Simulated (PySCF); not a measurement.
**C7H6O: electronic excitations at several levels of theory**

Aim: compute the electronic excitations of C7H6O (`C=C1C=CC=CC1=O`) at several levels, and see how far they spread and what each costs.

The runs use PySCF 2.14.0, with density-fitted response routines of our own; the level of theory stands in each step. All values are computed, except where a source is named. Atoms count from 0, in the outputs and in this text.

### 1 The molecule as given

14 atoms, charge 0, multiplicity 1; geometry from: GFN2-xTB.

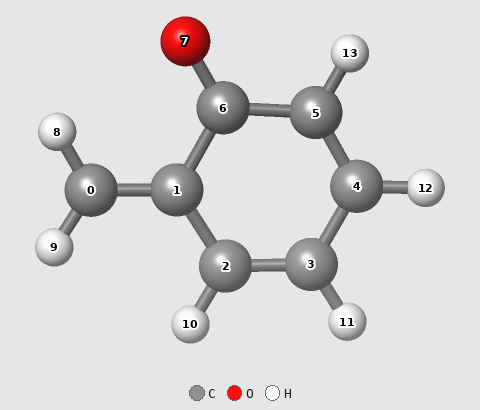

As it starts; carbon grey, oxygen red, hydrogen white, atoms numbered.

### 2 Optimising the geometry at PBE0-D3(BJ)/def2-SVP

Job settings and geometry (Å):

```
{"job": {"xc": "PBE0", "basis": "def2-SVP", "d3": "d3bj", "grid": 2, "kind": "geom"}, "charge": 0, "multiplicity": 1}
C     -2.265070    -0.098170     0.018880
C     -0.930340    -0.252050     0.012830
C     -0.304600    -1.550740     0.036240
C      1.034560    -1.684880     0.028750
C      1.880760    -0.529410    -0.004960
C      1.372480     0.716980    -0.032060
C     -0.063940     0.965920    -0.020280
O     -0.535010     2.091460    -0.034450
H     -2.691590     0.891050    -0.001380
H     -2.940570    -0.936730     0.044150
H     -0.954730    -2.413830     0.059230
H      1.495590    -2.661070     0.045780
H      2.950920    -0.683970    -0.009340
H      2.007310     1.590270    -0.061070
```

Standard output:

```text
step   0  E = -344.89269160  max force = 0.011323
step   1  E = -344.89381581  max force = 0.008518
step   2  E = -344.89364443  max force = 0.007569
step   3  E = -344.89417477  max force = 0.001277
step   4  E = -344.89418722  max force = 0.000261
optimisation converged
```

It took 24 s on 8 threads of AMD EPYC 9R14 (Zen 4), shared host.

The steps of the relaxation: (the energy doesn't fall at every step)

| step | energy from step 0 (eV) | largest force component (eV/Å) |
| --- | --- | --- |
| 0 | 0.0000 | 0.5823 |
| 1 | -0.0306 | 0.4380 |
| 2 | -0.0259 | 0.3892 |
| 3 | -0.0404 | 0.0657 |
| 4 | -0.0407 | 0.0134 |

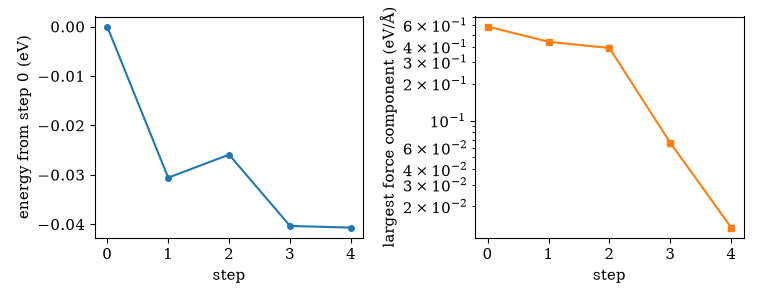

Energy and largest force along the relaxation.

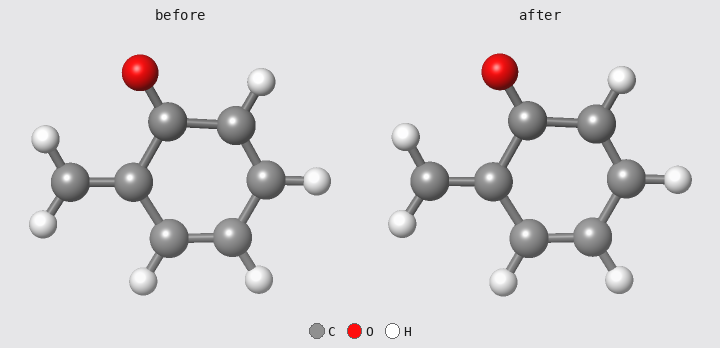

Before and after, at one scale.

Close pairs (by a distance rule), those that changed most:

| bond | before (Å) | after (Å) | change (Å) |
| --- | --- | --- | --- |
| C3–C4 | 1.433 | 1.449 | +0.016 |
| C0–H9 | 1.077 | 1.093 | +0.016 |
| C0–H8 | 1.077 | 1.093 | +0.016 |
| C1–C6 | 1.495 | 1.509 | +0.014 |
| C2–H10 | 1.081 | 1.093 | +0.013 |
| C4–H12 | 1.081 | 1.094 | +0.013 |
| C3–H11 | 1.080 | 1.092 | +0.012 |
| C5–H13 | 1.080 | 1.092 | +0.012 |

The end geometry stands in the next job.

| at the end point | value |
| --- | --- |
| point group (found at 0.08 Å tolerance) | Cs |
| rotational constants (GHz, main isotopes) | 3.316, 2.393, 1.390 |
| dipole moment (D) | 3.22 |

### 3 Excited states and response: CAM-B3LYP/def2-SVPD

Job settings and geometry (Å):

```
{"job": {"kind": "uv", "xc": "CAM-B3LYP", "basis": "def2-SVPD", "nstates": 12, "ntriplets": 4}, "charge": 0, "multiplicity": 1}
C     -2.275310    -0.092390     0.018717
C     -0.937510    -0.259820     0.012781
C     -0.311027    -1.569643     0.037206
C      1.035223    -1.696038     0.028194
C      1.885708    -0.523449    -0.006125
C      1.380333     0.731929    -0.030007
C     -0.066528     0.971877    -0.021173
O     -0.541140     2.093698    -0.040002
H     -2.684569     0.921172    -0.001094
H     -2.960446    -0.943702     0.042861
H     -0.957666    -2.451083     0.062885
H      1.500021    -2.684061     0.046548
H      2.969665    -0.670797    -0.012710
H      2.019016     1.617136    -0.055763
```

Method: TDDFT CAM-B3LYP/def2-SVPD, vertical, gas phase, core orbitals frozen in the response.

Standard output:

```text
coarse grid: 12408 points
cycle   1  E = -344.8909132550  dE =  1.516e+00  |g| = 8.133e-01  |ddm| = 1.122e+01
cycle   2  E = -344.5784154684  dE =  3.125e-01  |g| = 1.520e+00  |ddm| = 3.981e+00
cycle   3  E = -345.0391572223  dE = -4.607e-01  |g| = 8.275e-02  |ddm| = 2.723e+00
cycle   4  E = -345.0408122748  dE = -1.655e-03  |g| = 5.098e-02  |ddm| = 4.305e-01
cycle   5  E = -345.0415071068  dE = -6.948e-04  |g| = 1.075e-02  |ddm| = 1.880e-01
cycle   6  E = -345.0415469155  dE = -3.981e-05  |g| = 6.129e-03  |ddm| = 4.023e-02
cycle   7  E = -345.0415618162  dE = -1.490e-05  |g| = 2.300e-03  |ddm| = 2.105e-02
cycle   8  E = -345.0415644731  dE = -2.657e-06  |g| = 7.427e-04  |ddm| = 1.174e-02
final grid: 121896 points
cycle   9  E = -345.1181476267  dE = -3.190e-05  |g| = 3.288e-03  |ddm| = 1.679e-01
cycle  10  E = -345.1181465225  dE =  1.104e-06  |g| = 4.320e-03  |ddm| = 2.121e-02
cycle  11  E = -345.1181504218  dE = -3.899e-06  |g| = 8.345e-04  |ddm| = 1.008e-02
cycle  12  E = -345.1181505592  dE = -1.374e-07  |g| = 1.377e-04  |ddm| = 1.676e-03
cycle  13  E = -345.1181505661  dE = -6.955e-09  |g| = 6.902e-05  |ddm| = 7.565e-04
cycle  14  E = -345.1181505678  dE = -1.627e-09  |g| = 2.468e-05  |ddm| = 2.075e-04
cycle  15  E = -345.1181505682  dE = -3.960e-10  |g| = 7.333e-06  |ddm| = 1.359e-04
converged SCF energy = -345.1181505682

Static polarisability (au): isotropic 86.837, principal 48.528 95.789 116.195

Singlet excitations
state   eV       nm        f      main configurations
  1   3.0866    401.7   0.00002   H-1->L 0.94
  2   3.4321    361.2   0.09981   H->L 0.98
  3   5.4141    229.0   0.16405   H-2->L 0.91
  4   6.0358    205.4   0.00067   H-4->L 0.44, H-1->L+1 0.40
  5   6.1017    203.2   0.02841   H->L+1 0.90, H-3->L 0.08
  6   6.3020    196.7   0.00002   H-4->L 0.48, H-1->L+1 0.33, H-5->L 0.14
  7   6.4264    192.9   0.01930   H-3->L 0.56, H->L+3 0.33
  8   6.5587    189.0   0.00004   H->L+2 0.93
  9   6.8417    181.2   0.00001   H-5->L 0.76, H-1->L+1 0.15
 10   6.9247    179.0   0.00045   H-1->L+3 0.86
 11   7.0736    175.3   0.73603   H->L+3 0.54, H-3->L 0.32
 12   7.1063    174.5   0.00047   H->L+4 0.90

Triplet excitations (Tamm-Dancoff, eV): 1.8358 2.7189 3.4974 4.3419
```

Wall time 25 s (8 threads of AMD EPYC 9R14 (Zen 4), shared host).

The orbitals next to the gap, with their largest atomic shares:

| orbital | eV | atoms |
| --- | --- | --- |
| HOMO−3 | -11.32 | O7 25 %, C3 19 %, C2 18 % |
| HOMO−2 | -10.06 | C1 23 %, C4 20 %, C0 18 % |
| HOMO−1 | -8.83 | O7 62 %, C6 12 %, C1 9 % |
| HOMO | -7.95 | C3 17 %, C2 17 %, C5 16 % |
| LUMO | -1.84 | C0 22 %, C4 13 %, O7 11 % |
| LUMO+1 | 1.14 | C2 17 %, C5 15 %, C6 14 % |
| LUMO+2 | 1.38 | C2 16 %, C3 15 %, H10 14 % |

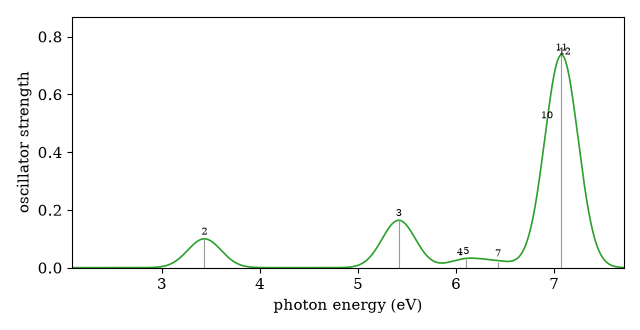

Absorption spectrum from the 12 singlet states computed; above the last one it falls off for lack of states. Lines are broadened to a width of 0.40 eV (Gaussian).

Ground-state properties from the same run:

| property | computed |
| --- | --- |
| dipole moment (D) | 3.58 |
| polarisability (Å³) | 12.87 |
| HOMO–LUMO gap (eV) | 6.11 |
| −ε(HOMO) (eV) | 7.95 |

### 4 Ultraviolet spectrum: PBE0/def2-SVPD

Settings changed since step 3:

```diff
@@ -1,2 +1,2 @@
-{"job": {"kind": "uv", "xc": "CAM-B3LYP", "basis": "def2-SVPD", "nstates": 12, "ntriplets": 4}, "charge": 0, "multiplicity": 1}
+{"job": {"kind": "uv", "xc": "PBE0", "basis": "def2-SVPD", "nstates": 12, "ntriplets": 4}, "charge": 0, "multiplicity": 1}
 C     -2.275310    -0.092390     0.018717
```

Level: TDDFT PBE0/def2-SVPD, vertical, gas phase, core orbitals frozen in the response.

Standard output:

```text
coarse grid: 12408 points
cycle   1  E = -344.7092372073  dE =  1.287e+00  |g| = 7.609e-01  |ddm| = 9.534e+00
cycle   2  E = -344.1649382257  dE =  5.443e-01  |g| = 1.730e+00  |ddm| = 4.826e+00
cycle   3  E = -344.8299820556  dE = -6.650e-01  |g| = 1.781e-01  |ddm| = 3.733e+00
cycle   4  E = -344.8370890776  dE = -7.107e-03  |g| = 8.781e-02  |ddm| = 6.783e-01
cycle   5  E = -344.8388867758  dE = -1.798e-03  |g| = 3.454e-02  |ddm| = 2.702e-01
cycle   6  E = -344.8391911180  dE = -3.043e-04  |g| = 8.291e-03  |ddm| = 8.577e-02
cycle   7  E = -344.8392073768  dE = -1.626e-05  |g| = 3.234e-03  |ddm| = 2.094e-02
cycle   8  E = -344.8392096383  dE = -2.261e-06  |g| = 1.367e-03  |ddm| = 7.941e-03
final grid: 121896 points
cycle   9  E = -344.8973899857  dE = -1.080e-05  |g| = 1.227e-02  |ddm| = 2.425e-01
cycle  10  E = -344.8972764429  dE =  1.135e-04  |g| = 2.621e-02  |ddm| = 6.865e-02
cycle  11  E = -344.8974227636  dE = -1.463e-04  |g| = 1.934e-03  |ddm| = 4.465e-02
cycle  12  E = -344.8974236713  dE = -9.078e-07  |g| = 2.223e-04  |ddm| = 4.729e-03
cycle  13  E = -344.8974236779  dE = -6.529e-09  |g| = 1.429e-04  |ddm| = 8.685e-04
cycle  14  E = -344.8974236833  dE = -5.464e-09  |g| = 3.249e-05  |ddm| = 4.002e-04
cycle  15  E = -344.8974236836  dE = -2.723e-10  |g| = 9.648e-06  |ddm| = 1.125e-04
converged SCF energy = -344.8974236836

Static polarisability (au): isotropic 87.109, principal 48.368 96.350 116.610

Singlet excitations
state   eV       nm        f      main configurations
  1   2.7867    444.9   0.00001   H-1->L 0.98
  2   3.2487    381.6   0.08089   H->L 0.97
  3   5.1250    241.9   0.13658   H-2->L 0.85, H->L+2 0.11
  4   5.6831    218.2   0.00045   H-1->L+1 0.68, H-4->L 0.20
  5   5.7372    216.1   0.01598   H->L+1 0.55, H-3->L 0.39
  6   5.8864    210.6   0.00001   H-4->L 0.77, H-1->L+1 0.20
  7   6.1833    200.5   0.01372   H->L+1 0.36, H-3->L 0.35, H->L+2 0.19
  8   6.3346    195.7   0.00009   H-1->L+2 0.85
  9   6.4111    193.4   0.00010   H-5->L 0.89
 10   6.4689    191.7   0.00007   H->L+3 0.98
 11   6.9050    179.6   0.66549   H->L+2 0.57, H-3->L 0.22
 12   6.9356    178.8   0.00052   H->L+4 0.98

Triplet excitations (Tamm-Dancoff, eV): 1.7399 2.4248 3.4332 4.2729
```

Run time: 20 s. Hardware: 8 threads of AMD EPYC 9R14 (Zen 4), shared host.

Key values: HOMO -6.80 eV, LUMO -2.92 eV; lowest singlet 2.79 eV.

### 5 TDDFT and polarisability: PBE/def2-SVPD

Settings changed since step 4:

```diff
@@ -1,2 +1,2 @@
-{"job": {"kind": "uv", "xc": "PBE0", "basis": "def2-SVPD", "nstates": 12, "ntriplets": 4}, "charge": 0, "multiplicity": 1}
+{"job": {"kind": "uv", "xc": "PBE", "basis": "def2-SVPD", "nstates": 12, "ntriplets": 4}, "charge": 0, "multiplicity": 1}
 C     -2.275310    -0.092390     0.018717
```

Level: TDDFT PBE/def2-SVPD, vertical, gas phase, core orbitals frozen in the response.

Standard output:

```text
coarse grid: 12408 points
cycle   1  E = -344.6375946822  dE =  1.040e+00  |g| = 8.471e-01  |ddm| = 1.167e+01
cycle   2  E = -342.0547369656  dE =  2.583e+00  |g| = 2.787e+00  |ddm| = 4.786e+00
cycle   3  E = -344.5926304795  dE = -2.538e+00  |g| = 8.143e-01  |ddm| = 3.767e+00
cycle   4  E = -344.7900128154  dE = -1.974e-01  |g| = 1.941e-01  |ddm| = 2.037e+00
cycle   5  E = -344.7703999201  dE =  1.961e-02  |g| = 3.145e-01  |ddm| = 9.289e-01
cycle   6  E = -344.7989442503  dE = -2.854e-02  |g| = 6.981e-02  |ddm| = 6.573e-01
cycle   7  E = -344.8001584675  dE = -1.214e-03  |g| = 3.045e-02  |ddm| = 1.755e-01
cycle   8  E = -344.8004290142  dE = -2.705e-04  |g| = 1.077e-02  |ddm| = 8.538e-02
cycle   9  E = -344.8004600949  dE = -3.108e-05  |g| = 1.619e-03  |ddm| = 2.698e-02
cycle  10  E = -344.8004606455  dE = -5.506e-07  |g| = 9.495e-04  |ddm| = 8.672e-03
final grid: 121896 points
cycle  11  E = -344.8797649693  dE =  3.089e-06  |g| = 1.850e-02  |ddm| = 3.675e-01
cycle  12  E = -344.8790103568  dE =  7.546e-04  |g| = 6.004e-02  |ddm| = 1.335e-01
cycle  13  E = -344.8798218406  dE = -8.115e-04  |g| = 8.734e-03  |ddm| = 1.000e-01
cycle  14  E = -344.8798420212  dE = -2.018e-05  |g| = 3.065e-03  |ddm| = 2.214e-02
cycle  15  E = -344.8798446692  dE = -2.648e-06  |g| = 6.370e-04  |ddm| = 5.985e-03
cycle  16  E = -344.8798447860  dE = -1.168e-07  |g| = 2.581e-04  |ddm| = 1.776e-03
cycle  17  E = -344.8798448051  dE = -1.911e-08  |g| = 5.200e-05  |ddm| = 6.219e-04
cycle  18  E = -344.8798448058  dE = -7.203e-10  |g| = 1.802e-05  |ddm| = 1.799e-04
converged SCF energy = -344.8798448058

Static polarisability (au): isotropic 89.156, principal 48.886 99.508 119.075

Singlet excitations
state   eV       nm        f      main configurations
  1   2.1034    589.4   0.00001   H->L 1.00
  2   2.9359    422.3   0.05501   H-1->L 0.94
  3   4.6066    269.1   0.09840   H-2->L 0.74, H-1->L+2 0.17
  4   4.7333    261.9   0.00008   H->L+1 1.00
  5   4.9965    248.1   0.01040   H-3->L 0.56, H-1->L+1 0.36
  6   5.0806    244.0   0.00010   H-4->L 0.83, H->L+2 0.16
  7   5.1302    241.7   0.00002   H->L+2 0.83, H-4->L 0.16
  8   5.5607    223.0   0.00012   H-5->L 1.00
  9   5.8265    212.8   0.01761   H-1->L+1 0.47, H-3->L 0.20, H-2->L 0.11
 10   5.8539    211.8   0.00435   H->L+3 0.99
 11   6.0164    206.1   0.00008   H-1->L+3 1.00
 12   6.2403    198.7   0.00548   H->L+4 0.98

Triplet excitations (Tamm-Dancoff, eV): 1.7266 1.8201 3.4125 4.2351
```

Run time: 15 s. Hardware: 8 threads of AMD EPYC 9R14 (Zen 4), shared host.

In short: HOMO -5.72 eV, LUMO -3.74 eV; lowest singlet 2.10 eV.

### 6 Ultraviolet spectrum: B3LYP/def2-SVPD

Settings changed since step 5:

```diff
@@ -1,2 +1,2 @@
-{"job": {"kind": "uv", "xc": "PBE", "basis": "def2-SVPD", "nstates": 12, "ntriplets": 4}, "charge": 0, "multiplicity": 1}
+{"job": {"kind": "uv", "xc": "B3LYP", "basis": "def2-SVPD", "nstates": 12, "ntriplets": 4}, "charge": 0, "multiplicity": 1}
 C     -2.275310    -0.092390     0.018717
```

Method: TDDFT B3LYP/def2-SVPD, vertical, gas phase, core orbitals frozen in the response.

Standard output:

```text
coarse grid: 12408 points
cycle   1  E = -345.0835419537  dE =  1.235e+00  |g| = 8.171e-01  |ddm| = 1.185e+01
cycle   2  E = -342.9493976475  dE =  2.134e+00  |g| = 2.574e+00  |ddm| = 4.246e+00
cycle   3  E = -345.1364063986  dE = -2.187e+00  |g| = 5.495e-01  |ddm| = 3.437e+00
cycle   4  E = -345.2246386429  dE = -8.823e-02  |g| = 1.583e-01  |ddm| = 1.615e+00
cycle   5  E = -345.2264038208  dE = -1.765e-03  |g| = 1.293e-01  |ddm| = 6.011e-01
cycle   6  E = -345.2307534582  dE = -4.350e-03  |g| = 2.617e-02  |ddm| = 3.178e-01
cycle   7  E = -345.2309146475  dE = -1.612e-04  |g| = 1.027e-02  |ddm| = 7.692e-02
cycle   8  E = -345.2309385963  dE = -2.395e-05  |g| = 5.084e-03  |ddm| = 3.065e-02
cycle   9  E = -345.2309454111  dE = -6.815e-06  |g| = 1.592e-03  |ddm| = 1.270e-02
final grid: 121896 points
cycle  10  E = -345.3053297055  dE = -3.655e-05  |g| = 6.432e-03  |ddm| = 2.910e-01
cycle  11  E = -345.3053004536  dE =  2.925e-05  |g| = 1.294e-02  |ddm| = 4.409e-02
cycle  12  E = -345.3053394238  dE = -3.897e-05  |g| = 2.216e-03  |ddm| = 2.781e-02
cycle  13  E = -345.3053404917  dE = -1.068e-06  |g| = 2.906e-04  |ddm| = 4.599e-03
cycle  14  E = -345.3053405036  dE = -1.192e-08  |g| = 2.021e-04  |ddm| = 1.166e-03
cycle  15  E = -345.3053405149  dE = -1.125e-08  |g| = 3.400e-05  |ddm| = 4.670e-04
cycle  16  E = -345.3053405151  dE = -2.573e-10  |g| = 1.905e-05  |ddm| = 1.310e-04
converged SCF energy = -345.3053405151

Static polarisability (au): isotropic 88.036, principal 48.697 97.524 117.888

Singlet excitations
state   eV       nm        f      main configurations
  1   2.7093    457.6   0.00001   H-1->L 0.99
  2   3.1657    391.6   0.07558   H->L 0.96
  3   4.9920    248.4   0.12913   H-2->L 0.83, H->L+2 0.12
  4   5.5474    223.5   0.00036   H-1->L+1 0.84
  5   5.5561    223.1   0.01459   H->L+1 0.51, H-3->L 0.42
  6   5.7883    214.2   0.00006   H-4->L 0.90
  7   6.0522    204.9   0.01527   H->L+1 0.39, H-3->L 0.33, H->L+2 0.17
  8   6.1254    202.4   0.00007   H-1->L+2 0.92
  9   6.1930    200.2   0.00008   H->L+3 0.99
 10   6.3038    196.7   0.00010   H-5->L 0.96
 11   6.6413    186.7   0.00014   H->L+4 0.98
 12   6.7763    183.0   0.62399   H->L+2 0.56, H-3->L 0.21

Triplet excitations (Tamm-Dancoff, eV): 1.7714 2.3851 3.4723 4.2924
```

Run time: 20 s. Hardware: 8 threads of AMD EPYC 9R14 (Zen 4), shared host.

In short: HOMO -6.60 eV, LUMO -3.08 eV; lowest singlet 2.71 eV.

### 7 Side by side: electronic excitations

Excitations and ground-state properties, with basis size and wall time:

| run | lowest singlet (eV) | brightest (eV) | f | gap (eV) | α (Å³) | μ (D) | functions | time |
| --- | --- | --- | --- | --- | --- | --- | --- | --- |
| CAM-B3LYP/def2-SVPD | 3.09 | 7.07 | 0.736 | 6.11 | 12.87 | 3.58 | 211 | 25 s |
| PBE0/def2-SVPD | 2.79 | 6.91 | 0.665 | 3.88 | 12.91 | 3.50 | 211 | 20 s |
| PBE/def2-SVPD | 2.10 | 4.61 | 0.098 | 1.99 | 13.21 | 3.38 | 211 | 15 s |
| B3LYP/def2-SVPD | 2.71 | 6.78 | 0.624 | 3.52 | 13.05 | 3.53 | 211 | 20 s |

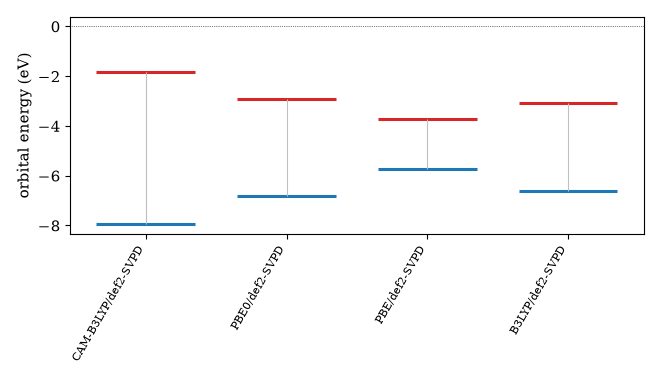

HOMO (blue) and LUMO (red) run by run.

### 8 Summary of results

| quantity | value |
| --- | --- |
| point group | Cs |
| rotational constants (main isotopes) | 3.32, 2.39, 1.39 GHz |
| lowest singlet (CAM-B3LYP/def2-SVPD) | 3.09 eV (402 nm), f = 0.000 |
| brightest single state of those computed | state 11, 7.07 eV, f = 0.736 |
| lowest triplet | 1.84 eV |
| range of the lowest singlet | 2.10 to 3.09 eV |

**Reading.** Single values in the summary come from the first sound run of each kind (CAM-B3LYP/def2-SVPD), which need not be the best level. Relaxing lowered the energy by 0.041 eV in 4 steps; the close pair that moved most is C3–C4, from 1.433 to 1.449 Å. The first singlet state (HOMO−1→LUMO 0.94) lies at 3.09 eV and is dark; of the 12 states computed, the strongest absorption comes from state 11 at 7.07 eV. The lowest triplet lies 1.25 eV below the lowest singlet (triplets in Tamm-Dancoff, singlets in full TDDFT). The lowest singlet runs from 2.10 eV (PBE/def2-SVPD) to 3.09 eV (CAM-B3LYP/def2-SVPD), while the orbital gap spans 1.99 to 6.11 eV: the excitation energy moves far less from run to run than the orbital gap does. The lowest state need not be the same one in every run. The runs solved for a few states only, so the brightest column depends on that window.
